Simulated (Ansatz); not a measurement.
## What a change does: single-point calculation on GeNH₃Cl

System: GeNH₃Cl, multiplicity 2, SMILES [NH][GeH2][Cl].
Method of run 1: UKS SPW92/def2-TZVPP (Ansatz 0.2.0).

The geometry comes from this level: PBE0-D4/def2-TZVP. Text and figures count atoms from 1; the logs count them from 0 in places.

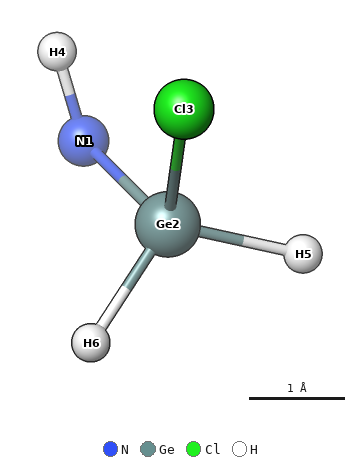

Figure 1. The structure (ball-and-stick view, seen at a tilt; atoms are numbered from 1 in the order of the input). Sticks mark near contacts.

Input, run 1:
```yaml
crystal:
  periodic: [false, false, false]
  atoms:
    - {symbol: N, position_ang: [-0.523216, -1.383041, -0.262984]}
    - {symbol: Ge, position_ang: [0.415560, 0.163720, 0.121689]}
    - {symbol: Cl, position_ang: [-0.803130, 1.938366, -0.087896]}
    - {symbol: H, position_ang: [-1.489891, -1.161576, -0.521186]}
    - {symbol: H, position_ang: [1.570322, 0.283506, -0.878721]}
    - {symbol: H, position_ang: [0.872455, 0.095024, 1.582898]}
basis:
  gaussian: {orbitals: def2-TZVPP}
magnetization: {spin_polarized: true, initial_magnetization: 1}
hamiltonian: {xc: lda}
output: {orbitals: {seedname: orbitals}}
```

Hardware: 2 CPU threads, shared host.

Output (run 1):
```
Functional definition: SPW92
  exchange = slater_x
  correlation = pw_c
984 factors; their error is unknown
mean field evaluation 1: about -70418.5493 eV, gradient 6.6e1 eV
mean field evaluation 2: about -70233.8490 eV, gradient 1.4e2 eV
mean field evaluation 4: about -70439.7640 eV, gradient 1.3e1 eV
mean field evaluation 8: about -70440.7226 eV, gradient 2.5e-1 eV
mean field evaluation 16: about -70440.7057 eV, gradient 4.2e-4 eV
mean field -70440.70571665 eV, -2588.6481886616 hartree, gradient 1.8e-5 eV, S^2 0.753426; 1 other end points of the search recorded, 0 dependent functions left out
reference -70440.70574840 eV, -2588.6481898286 hartree; 30, 29 occupied and 133, 134 virtual orbitals, 984 factors
Total energy: -70440.70574840 eV, -2588.6481898286 hartree
```

The input of run 2 differs as follows (lines with − go, lines with + come):
```diff
-hamiltonian: {xc: lda}
+hamiltonian: {xc: {name: wB97X-V}}
```

How does run 2 compare with run 1?

The total energies belong to different methods, so their difference says nothing on which is more stable or more accurate. The HOMO goes from −6.92 to −10.70 eV. The LUMO goes from −5.60 to −1.31 eV.

Output (run 2):
```
Functional definition: wB97X-V
  parameter omega = 0.3/bohr
  parameter cx = 0.167
  parameter cx1 = 0.603
  parameter cx2 = 1.194
  parameter css0 = 0.556
  parameter css1 = -0.257
  parameter cos0 = 1.219
  parameter cos1 = -1.850
  parameter b = 6.0
  parameter c = 0.01
  exchange = spin_sum(e_x_unif_sr(omega)*poly(b97_u_x, 1 - cx, cx1, cx2)) + cx*exact_x_sr(omega) + exact_x_lr(omega)
  correlation = spin_sum(e_c_pw_same_spin*poly(b97_u_same, css0, css1))
      + integral(e_c_pw_opposite_spin*poly(b97_u_opposite, cos0, cos1)) + vv10(b, c)
1031 factors; their error is unknown
194 factors; integrals over basis functions are off by at most 4.0e-5 eV
mean field evaluation 1: about -70566.4780 eV, gradient 3.5e1 eV
mean field evaluation 2: about -70564.8130 eV, gradient 4.3e1 eV
mean field evaluation 4: about -70572.3577 eV, gradient 2.0e0 eV
mean field evaluation 8: about -70572.4224 eV, gradient 1.6e-1 eV
mean field evaluation 16: about -70572.6181 eV, gradient 3.1e-4 eV
mean field -70572.61811029 eV, -2593.4958797144 hartree, gradient 7.0e-5 eV, S^2 0.753935; 2 other end points of the search recorded, 0 dependent functions left out
reference -70572.61810869 eV, -2593.4958796557 hartree; 30, 29 occupied and 133, 134 virtual orbitals, 1031 factors
Total energy: -70572.61810869 eV, -2593.4958796557 hartree
```

The two runs side by side:

| quantity | run 1 | run 2 |
| --- | --- | --- |
| outcome | converged | converged |
| total energy (hartree) | −2588.648190 | −2593.495880 |
| HOMO (eV) | −6.92 | −10.70 |
| LUMO (eV) | −5.60 | −1.31 |
| ⟨S²⟩ | 0.753 | 0.754 |
| basis functions | 163 | 163 |
| wall time (shared host) | 2.3 s | 18 s |
